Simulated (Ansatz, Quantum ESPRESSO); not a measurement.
# Rh(111), 4 layers, one monolayer of H on top sites against a metal electrode, part 5 of 6

Wanted: the capacitance of Rh(111), 4 layers, one monolayer of H on top sites by the effective screening medium.

Quantum ESPRESSO 7.5; plane-wave DFT, PBE, GBRV ultrasoft pseudopotentials; geometry by Ansatz 0.2.0 with PAW datasets.

So far. Step 8 (Ground state: charge 0.0375 e): Gauss's law asks for a slope of 180.95 q/A = 1.085 eV/Å in the gap; the run gives 1.083. Step 10 (SCF with pw.x: constant Fermi level -4.0 eV): Gauss's law asks for a slope of 180.95 q/A = -0.280 eV/Å in the gap; the run gives -0.280.

### Step 11. Ground state: constant Fermi level -6.0 eV

mu1.in reads:

```
&control
  prefix = 'mu1'
  outdir = './out'
  pseudo_dir = './pseudo'
  calculation = 'scf'
  tprnfor = .true.
/
&system
  ibrav = 0
  nat = 5
  ntyp = 2
  ecutwfc = 40
  ecutrho = 200
  occupations = 'smearing'
  smearing = 'mv'
  degauss = 0.02
  assume_isolated = 'esm'
  esm_bc = 'bc3'
  lgcscf = .true.
  gcscf_mu = -6.0
  gcscf_conv_thr = 0.001
/
&electrons
  conv_thr = 1e-09
  mixing_beta = 0.2
  electron_maxstep = 160
  mixing_mode = 'TF'
  diagonalization = 'rmm-davidson'
  diago_rmm_conv = .false.
  diago_full_acc = .true.
/
ATOMIC_SPECIES
  Rh  102.9055  rh_pbe_v1.4.uspp.F.UPF
  H   1.0080  h_pbe_v1.4.uspp.F.UPF
CELL_PARAMETERS angstrom
  2.68700576847903 -0.00000000002887 0.00000000000000
  1.34350288426451 2.32701525560373 0.00000000000000
  0.00000000000000 0.00000000000000 24.58179306880000
ATOMIC_POSITIONS crystal
  Rh  0.000000000000 0.000000000000 -0.079954514104
  Rh  0.333333333333 0.333333333333 0.009295729596
  Rh  0.666666666667 0.666666666667 0.099553387139
  Rh  0.000000000000 0.000000000000 0.189922190116
  H   -0.000000000000 0.000000000000 0.253660312865
K_POINTS automatic
  12 12 1 0 0 0
```

Run with:

```
$ OMP_NUM_THREADS=1 mpirun -n 4 pw.x -nk 4 -in mu1.in > mu1.out
```

The program printed:

```text
[banner, memory and clock lines left out]
Program PWSCF v.7.5 starts
[...]
Message from routine iosys:
[...]
Message from routine setup:
[...]
number of electrons       =        61.00
     number of Kohn-Sham states=           37
     kinetic-energy cutoff     =      40.0000  Ry
     charge density cutoff     =     200.0000  Ry
[...]
number of k points=    19  Marzari-Vanderbilt smearing, width (Ry)=  0.0200
[...]
Dense  grid:    49661 G-vectors     FFT dimensions: (  24,  24, 216)
[...]
negative rho (up, down):  2.383E-01 0.000E+00
     Starting wfcs are   49 randomized atomic wfcs
[...]
negative rho (up, down):  2.366E-01 0.000E+00
[...]
estimated scf accuracy    <       2.07615399 Ry
[...]
the Fermi energy          =      -5.53107981 eV
[...]
negative rho (up, down):  2.363E-01 0.000E+00
[...]
estimated scf accuracy    <       3.23771508 Ry
[...]
the Fermi energy          =      -2.87725073 eV
[...]
negative rho (up, down):  2.367E-01 0.000E+00
[...]
estimated scf accuracy    <       0.59627209 Ry
[...]
the Fermi energy          =      -7.21746594 eV
[...]
negative rho (up, down):  2.386E-01 0.000E+00
[...]
estimated scf accuracy    <       0.11067588 Ry
[...]
the Fermi energy          =      -6.56136576 eV
[...]
negative rho (up, down):  2.409E-01 0.000E+00
[...]
estimated scf accuracy    <       0.07591226 Ry
[...]
the Fermi energy          =      -5.52199723 eV
[...]
negative rho (up, down):  2.413E-01 0.000E+00
[...]
estimated scf accuracy    <       0.09368368 Ry
[...]
the Fermi energy          =      -6.40710314 eV
[...]
negative rho (up, down):  2.436E-01 0.000E+00
[...]
estimated scf accuracy    <       0.00745060 Ry
[...]
the Fermi energy          =      -5.87778708 eV
[...]
negative rho (up, down):  2.465E-01 0.000E+00
[...]
estimated scf accuracy    <       0.00556684 Ry
[...]
the Fermi energy          =      -6.02152979 eV
[...]
negative rho (up, down):  2.466E-01 0.000E+00
[...]
estimated scf accuracy    <       0.00038314 Ry
[...]
the Fermi energy          =      -5.97749833 eV
[...]
negative rho (up, down):  2.460E-01 0.000E+00
[...]
estimated scf accuracy    <       0.00035520 Ry
[...]
the Fermi energy          =      -5.95192406 eV
[...]
negative rho (up, down):  2.460E-01 0.000E+00
[...]
estimated scf accuracy    <       0.00013570 Ry
[...]
the Fermi energy          =      -5.98629134 eV
[...]
negative rho (up, down):  2.460E-01 0.000E+00
[...]
estimated scf accuracy    <       0.00005206 Ry
[...]
the Fermi energy          =      -5.98721320 eV
[...]
negative rho (up, down):  2.456E-01 0.000E+00
[...]
estimated scf accuracy    <       0.00003823 Ry
[...]
the Fermi energy          =      -5.98578014 eV
[...]
negative rho (up, down):  2.455E-01 0.000E+00
[...]
estimated scf accuracy    <       0.00005139 Ry
[...]
the Fermi energy          =      -5.97825973 eV
[...]
negative rho (up, down):  2.454E-01 0.000E+00
[...]
estimated scf accuracy    <       0.00003631 Ry
[...]
the Fermi energy          =      -5.97761587 eV
[...]
negative rho (up, down):  2.453E-01 0.000E+00
[...]
estimated scf accuracy    <       0.00000415 Ry
[...]
the Fermi energy          =      -5.98887060 eV
[...]
negative rho (up, down):  2.453E-01 0.000E+00
[...]
estimated scf accuracy    <       0.00000711 Ry
[...]
the Fermi energy          =      -5.98698483 eV
[...]
negative rho (up, down):  2.452E-01 0.000E+00
[...]
estimated scf accuracy    <       0.00000208 Ry
[...]
the Fermi energy          =      -5.99210441 eV
[...]
negative rho (up, down):  2.451E-01 0.000E+00
[...]
estimated scf accuracy    <       0.00000310 Ry
[...]
the Fermi energy          =      -5.99001804 eV
[...]
negative rho (up, down):  2.450E-01 0.000E+00
[...]
estimated scf accuracy    <       0.00000447 Ry
[...]
the Fermi energy          =      -5.98985044 eV
[...]
negative rho (up, down):  2.450E-01 0.000E+00
[...]
estimated scf accuracy    <       0.00000058 Ry
[...]
the Fermi energy          =      -5.99376719 eV
[...]
negative rho (up, down):  2.449E-01 0.000E+00
[...]
estimated scf accuracy    <       0.00000090 Ry
[...]
the Fermi energy          =      -5.99333438 eV
[...]
negative rho (up, down):  2.449E-01 0.000E+00
[...]
estimated scf accuracy    <       0.00000036 Ry
[...]
the Fermi energy          =      -5.99437788 eV
[...]
negative rho (up, down):  2.447E-01 0.000E+00
[...]
estimated scf accuracy    <       0.00000019 Ry
[...]
the Fermi energy          =      -5.99549724 eV
[...]
negative rho (up, down):  2.447E-01 0.000E+00
[...]
estimated scf accuracy    <       0.00000033 Ry
[...]
the Fermi energy          =      -5.99609004 eV
[...]
negative rho (up, down):  2.447E-01 0.000E+00
[...]
estimated scf accuracy    <       0.00000006 Ry
[...]
the Fermi energy          =      -5.99722215 eV
[...]
negative rho (up, down):  2.447E-01 0.000E+00
[...]
estimated scf accuracy    <       0.00000008 Ry
[...]
the Fermi energy          =      -5.99808848 eV
[...]
negative rho (up, down):  2.446E-01 0.000E+00
[...]
estimated scf accuracy    <       0.00000003 Ry
[...]
the Fermi energy          =      -5.99823210 eV
[...]
negative rho (up, down):  2.446E-01 0.000E+00
[...]
estimated scf accuracy    <       0.00000001 Ry
[...]
the Fermi energy          =      -5.99862104 eV
[...]
negative rho (up, down):  2.446E-01 0.000E+00
[...]
estimated scf accuracy    <       0.00000003 Ry
[...]
the Fermi energy          =      -5.99923742 eV
[...]
negative rho (up, down):  2.446E-01 0.000E+00
[...]
estimated scf accuracy    <          5.9E-09 Ry
[...]
the Fermi energy          =      -5.99902836 eV
[...]
negative rho (up, down):  2.446E-01 0.000E+00
[...]
estimated scf accuracy    <          5.1E-09 Ry
[...]
the Fermi energy          =      -5.99935833 eV
[...]
negative rho (up, down):  2.446E-01 0.000E+00
[...]
estimated scf accuracy    <          6.4E-09 Ry
[...]
the Fermi energy          =      -5.99932676 eV
[...]
negative rho (up, down):  2.446E-01 0.000E+00
[...]
estimated scf accuracy    <          6.8E-09 Ry
[...]
the Fermi energy          =      -5.99975092 eV
[...]
negative rho (up, down):  2.446E-01 0.000E+00
[...]
estimated scf accuracy    <          4.7E-09 Ry
[...]
the Fermi energy          =      -5.99977943 eV
[...]
negative rho (up, down):  2.446E-01 0.000E+00
[...]
estimated scf accuracy    <          1.9E-09 Ry
[...]
the Fermi energy          =      -5.99971645 eV
[...]
negative rho (up, down):  2.446E-01 0.000E+00
[...]
estimated scf accuracy    <          1.3E-09 Ry
[...]
the Fermi energy          =      -5.99978722 eV
[...]
negative rho (up, down):  2.447E-01 0.000E+00
[...]
the Fermi energy is    -5.9998 ev
!    total energy              =    -685.85966405 Ry
     estimated scf accuracy    <          8.1E-10 Ry
!    total charge of GC-SCF    =       0.00252396 e
     smearing contrib. (-TS)   =       0.00009051 Ry
     internal energy E=F+TS    =    -685.85975456 Ry
[...]
one-electron contribution =  -74412.07173256 Ry
     hartree contribution      =   37200.68349831 Ry
     xc contribution           =    -120.33759587 Ry
     ewald contribution        =   36645.86718861 Ry
[...]
convergence has been achieved in  38 iterations
     negative rho (up, down):  2.447E-01 0.000E+00
[...]
Total force =     0.008261     Total SCF correction =     0.000243
[...]
```

Run time: 2.9 min. Hardware: 4 MPI ranks of Arm Neoverse V2, shared host; peak memory 0.58 GiB.

Read from the output:

| Property | Result |
| --- | --- |
| Fermi energy | -6.000 eV |
| charge found by GC-SCF | 0.002524 e |
| vacuum line at the lower end of the cell, over the Fermi level | 5.171 eV |
| slope of the potential above | 0.07291 eV/Å |
| vacuum line at the upper end of the cell, over the Fermi level | 6.000 eV |

Gauss's law asks for a slope of 180.95 q/A = 0.073 eV/Å in the gap; the run gives 0.073.

### Step 12. Self-consistent run: between two electrodes with a field of 0.002 Ry/bohr

bc2 puts electrodes at both ends of the cell; esm_efield times the cell length sets the bias between them, and the slab stays neutral.

bc2.in reads:

```
&control
  prefix = 'bc2'
  outdir = './out'
  pseudo_dir = './pseudo'
  calculation = 'scf'
  tprnfor = .true.
/
&system
  ibrav = 0
  nat = 5
  ntyp = 2
  ecutwfc = 40
  ecutrho = 200
  occupations = 'smearing'
  smearing = 'mv'
  degauss = 0.02
  assume_isolated = 'esm'
  esm_bc = 'bc2'
  esm_efield = 0.002
/
&electrons
  conv_thr = 1e-07
  mixing_beta = 0.4
  electron_maxstep = 120
  mixing_mode = 'local-TF'
/
ATOMIC_SPECIES
  Rh  102.9055  rh_pbe_v1.4.uspp.F.UPF
  H   1.0080  h_pbe_v1.4.uspp.F.UPF
CELL_PARAMETERS angstrom
  2.68700576847903 -0.00000000002887 0.00000000000000
  1.34350288426451 2.32701525560373 0.00000000000000
  0.00000000000000 0.00000000000000 24.58179306880000
ATOMIC_POSITIONS crystal
  Rh  0.000000000000 0.000000000000 -0.166807413484
  Rh  0.333333333333 0.333333333333 -0.077557169784
  Rh  0.666666666667 0.666666666667 0.012700487758
  Rh  0.000000000000 0.000000000000 0.103069290735
  H   -0.000000000000 0.000000000000 0.166807413484
K_POINTS automatic
  12 12 1 0 0 0
```

Run with:

```
$ OMP_NUM_THREADS=1 mpirun -n 4 pw.x -nk 4 -in bc2.in > bc2.out
```

The program printed:

```text
[banner, memory and clock lines left out]
Program PWSCF v.7.5 starts
[citation notice left out]

[...]
Message from routine setup:
[...]
bravais-lattice index     =            0
     lattice parameter (alat)  =       5.0777  a.u.
     unit-cell volume          =    1037.2370 (a.u.)^3
     number of atoms/cell      =            5
     number of atomic types    =            2
     number of electrons       =        61.00
     number of Kohn-Sham states=           37
     kinetic-energy cutoff     =      40.0000  Ry
     charge density cutoff     =     200.0000  Ry
     scf convergence threshold =      1.0E-07
     mixing beta               =       0.4000
     number of iterations used =            8  local-TF  mixing
     Exchange-correlation=  SLA  PW   PBX  PBC
                           (   1   4   3   4   0   0   0)

     Effective Screening Medium Method
     Boundary Conditions: Metal-Slab-Metal
     total charge in unit cell        =   0.0000
     field strength                   =   0.0020 Ry/a.u.
     grid points for fit at edges     =        4

[...]
PseudoPot. # 1 for Rh read from file:
     ./pseudo/rh_pbe_v1.4.uspp.F.UPF
     Pseudo is Ultrasoft + core correction, Zval = 15.0
     Generated by new atomic code, or converted to UPF format
     Using radial grid of  969 points,  7 beta functions with:
                l(1) =   0
                l(2) =   0
                l(3) =   1
                l(4) =   1
                l(5) =   2
                l(6) =   2
                l(7) =   2
     Q(r) pseudized with  8 coefficients,  rinner =    1.200   1.200   1.200
                                                       1.200   1.200

     PseudoPot. # 2 for H  read from file:
     ./pseudo/h_pbe_v1.4.uspp.F.UPF
     Pseudo is Ultrasoft, Zval =  1.0
     Generated by new atomic code, or converted to UPF format
     Using radial grid of  615 points,  2 beta functions with:
                l(1) =   0
                l(2) =   0
     Q(r) pseudized with  8 coefficients,  rinner =    0.700

     atomic species   valence    mass     pseudopotential
     Rh               15.00   102.90550     Rh( 1.00)
     H                 1.00     1.00800     H ( 1.00)

      6 Sym. Ops. (no inversion) found

[...]
number of k points=    19  Marzari-Vanderbilt smearing, width (Ry)=  0.0200
[...]
Dense  grid:    49661 G-vectors     FFT dimensions: (  24,  24, 216)

     Smooth grid:    35437 G-vectors     FFT dimensions: (  24,  24, 192)

     Initial potential from superposition of free atoms

     starting charge      58.9996, renormalised to      61.0000

     negative rho (up, down):  2.373E-01 0.000E+00
     Starting wfcs are   49 randomized atomic wfcs

     per-process dynamical memory:    50.1 Mb

     Self-consistent Calculation

     iteration #  1     ecut=    40.00 Ry     beta= 0.40
     Davidson diagonalization with overlap
     ethr =  1.00E-02,  avg # of iterations =  1.7

     negative rho (up, down):  2.395E-01 0.000E+00

     total energy              =    -685.73095543 Ry
     estimated scf accuracy    <       7.25962414 Ry

     iteration #  2     ecut=    40.00 Ry     beta= 0.40
[...]
negative rho (up, down):  2.431E-01 0.000E+00

[...]
total energy              =    -685.82858830 Ry
     estimated scf accuracy    <       2.04706119 Ry

     iteration #  3     ecut=    40.00 Ry     beta= 0.40
[...]
negative rho (up, down):  2.536E-01 0.000E+00

[...]
total energy              =    -685.61716963 Ry
     estimated scf accuracy    <       0.50505060 Ry

     iteration #  4     ecut=    40.00 Ry     beta= 0.40
[...]
negative rho (up, down):  2.529E-01 0.000E+00

[...]
total energy              =    -685.80346880 Ry
     estimated scf accuracy    <       0.11522180 Ry

     iteration #  5     ecut=    40.00 Ry     beta= 0.40
[...]
negative rho (up, down):  2.512E-01 0.000E+00

[...]
total energy              =    -685.83920169 Ry
     estimated scf accuracy    <       0.06031674 Ry

     iteration #  6     ecut=    40.00 Ry     beta= 0.40
[...]
negative rho (up, down):  2.523E-01 0.000E+00

[...]
total energy              =    -685.85018440 Ry
     estimated scf accuracy    <       0.01817781 Ry

[...]
iteration # 21     ecut=    40.00 Ry     beta= 0.40
[...]
negative rho (up, down):  2.424E-01 0.000E+00

[...]
total energy              =    -685.85978019 Ry
     estimated scf accuracy    <       0.00000021 Ry

     iteration # 22     ecut=    40.00 Ry     beta= 0.40
[...]
negative rho (up, down):  2.424E-01 0.000E+00

[...]
total energy              =    -685.85976733 Ry
     estimated scf accuracy    <       0.00000046 Ry

     iteration # 23     ecut=    40.00 Ry     beta= 0.40
[...]
negative rho (up, down):  2.424E-01 0.000E+00

[...]
total energy              =    -685.85976195 Ry
     estimated scf accuracy    <       0.00000010 Ry

     iteration # 24     ecut=    40.00 Ry     beta= 0.40
[...]
negative rho (up, down):  2.425E-01 0.000E+00

[...]
End of self-consistent calculation

          k = 0.0000 0.0000 0.0000 (  4437 PWs)   bands (ev):

   -51.6250 -51.3333 -51.1162 -51.1162 -51.0456 -51.0456 -51.0193 -50.8104
   -50.7875 -50.7875 -50.7407 -50.7407 -12.1540 -11.1215 -10.4657 -10.2564
    -9.7772  -7.7960  -7.6211  -7.6211  -7.4939  -7.4939  -7.3934  -7.1462
    -7.1462  -7.0442  -7.0442  -5.8467  -5.6174  -5.6174  -5.3782  -5.3782
    -4.7342  -4.7342  -4.2413  -4.2413  -3.9556

          k = 0.0000 0.0962 0.0000 (  4363 PWs)   bands (ev):

   -51.6136 -51.3340 -51.1519 -51.1263 -51.0901 -51.0540 -51.0111 -50.8249
   -50.8078 -50.7963 -50.7767 -50.7496 -11.9178 -10.9082 -10.2593 -10.0274
    -9.6787  -7.8664  -7.8080  -7.7517  -7.4435  -7.3527  -7.3395  -7.2672
    -7.0706  -6.9844  -6.8745  -6.4019  -5.7679  -5.7494  -5.3634  -5.3529
    -5.1024  -4.7324  -4.2281  -4.1004  -2.7782

[...]
the Fermi energy is    -4.6785 ev

!    total energy              =    -685.85974657 Ry
     estimated scf accuracy    <       0.00000004 Ry
     smearing contrib. (-TS)   =       0.00009762 Ry
     internal energy E=F+TS    =    -685.85984419 Ry

     The total energy is F=E-TS. E is the sum of the following terms:
     one-electron contribution =  -36888.11328281 Ry
     hartree contribution      =   18441.68035968 Ry
     xc contribution           =    -120.33996925 Ry
     ewald contribution        =   17880.91304819 Ry

     convergence has been achieved in  24 iterations

     negative rho (up, down):  2.425E-01 0.000E+00

     Forces acting on atoms (cartesian axes, Ry/au):

     atom    1 type  1   force =     0.00000000    0.00000000    0.00509202
     atom    2 type  1   force =     0.00000000    0.00000000   -0.00586456
     atom    3 type  1   force =     0.00000000    0.00000000    0.00139628
     atom    4 type  1   force =     0.00000000    0.00000000   -0.00130551
     atom    5 type  2   force =     0.00000000    0.00000000    0.00064563

     Total force =     0.008024     Total SCF correction =     0.001624
     SCF correction compared to forces is large: reduce conv_thr to get better values

[...]
```

The job ended after 51 s (4 MPI ranks; peak memory 0.46 GiB).

Read from the output:

| Item | Value |
| --- | --- |
| Fermi energy | -4.678 eV |
| slope of the potential below | -0.1171 eV/Å |
| vacuum line at the lower end of the cell, over the Fermi level | 5.943 eV |
| slope of the potential above | -0.1170 eV/Å |
| vacuum line at the upper end of the cell, over the Fermi level | 4.679 eV |

The potential energy, planar mean oscillates, so the rows of the table below give means over windows of 2.5 Å about each position, cut where the curve ends. Its maxima inside the range that stand out by 2 % of the span (Å: eV): -3.0: -0.682, -0.8: -0.555, 1.5: -0.699, 5.7: 5.41. Its minima: -4.1: -18.9, -1.9: -19.1, 0.3: -19.1, 2.5: -19.0.

Electrostatic potential energy of an electron; zero at the Fermi level. Table of potential energy, planar mean by z; means over each step:

```tsv
z (Å)	potential energy, planar mean (eV)
-10.0	5.67
-7.5	5.35
-5.0	-4.77
-2.5	-10.0
0.0	-9.16
2.5	-8.20
5.0	4.34
7.5	5.24
10.0	4.95
```

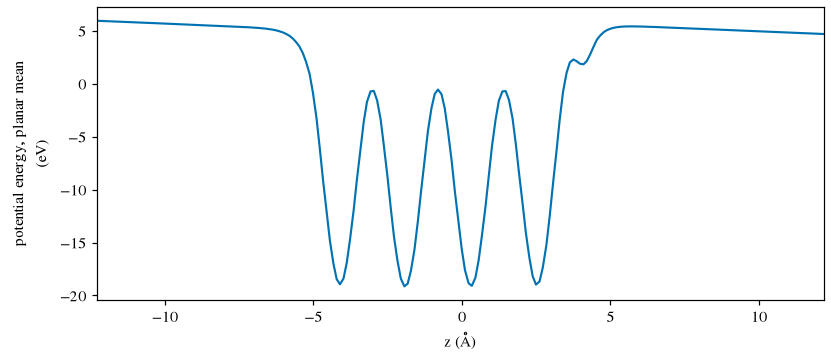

Potential energy, planar mean against z.

The set field of 0.051 V/Å over 24.6 Å is a bias of 1.26 V; the two ends of the cell differ by 1.26 eV. The slope in the vacuum is 0.117 eV/Å in size, more than the set field: the sheet's own dipole step, 0.42 eV at zero charge, adds to what the vacuum must drop, and the slab carries little of it.

(Continued in part 6 of 6.)

[Logs are printed without paths, hosts, clocks, repeated set-up lines and the standing remarks that a program may print on its own settings, such as how far it seeks lower states.]

[Hosts, paths, dates, database ids (printed as entryN), source tags and the programs' standing remarks are cut or masked in the printed files.]

[Maps of the electrostatic potential energy from Ansatz leave out the sawtooth potential of an applied field or a dipole correction, so their vacuum need not be flat; planar profiles and work functions include it.]
